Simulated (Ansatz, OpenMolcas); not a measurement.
## How basis sets differ on GaSiH4F (SMILES [F][GaH][SiH3])

GaSiH4F: 7 atoms, total charge 0, spin state singlet. As SMILES, `[F][GaH][SiH3]`. The coordinates come from a PBE0-D4/def2-TZVP relaxation.

Quantity: the HOMO–LUMO gap, in eV. The values are calculated.

```json
{"level": "HF/ANO-RCC-MB (DKH2)", "kind": "Hartree–Fock", "program": "OpenMolcas", "value (eV)": "11.97", "CPU time": "11 s"}
{"level": "HF/ANO-S-MB", "kind": "Hartree–Fock", "program": "OpenMolcas", "value (eV)": "11.43", "CPU time": "3.1 s"}
{"level": "HF/STO-3G", "kind": "Hartree–Fock", "program": "OpenMolcas", "value (eV)": "11.73", "CPU time": "1.7 s"}
{"level": "HF/3-21G", "kind": "Hartree–Fock", "program": "OpenMolcas", "value (eV)": "11.52", "CPU time": "1.7 s"}
{"level": "HF/def2-SVP", "kind": "Hartree–Fock", "program": "Ansatz", "value (eV)": "11.64", "CPU time": "2.1 s"}
```

All-electron rows without a relativistic Hamiltonian named are non-relativistic. The values span 11.43 to 11.97 eV. A Hartree–Fock LUMO above zero doesn't converge with the basis: it sinks as sets grow more diffuse. Orbital gaps aren't excitation energies. Times are those of the runs behind each value, whatever else they computed, on shared processors of several kinds: orders of magnitude only.

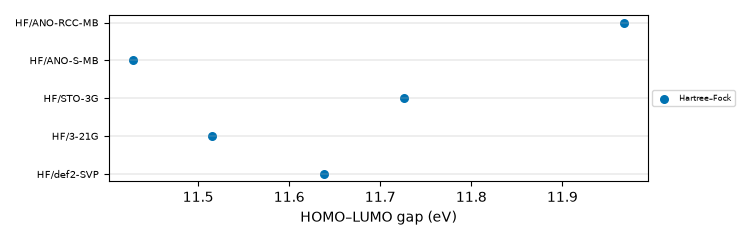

The values of the table, level by level.
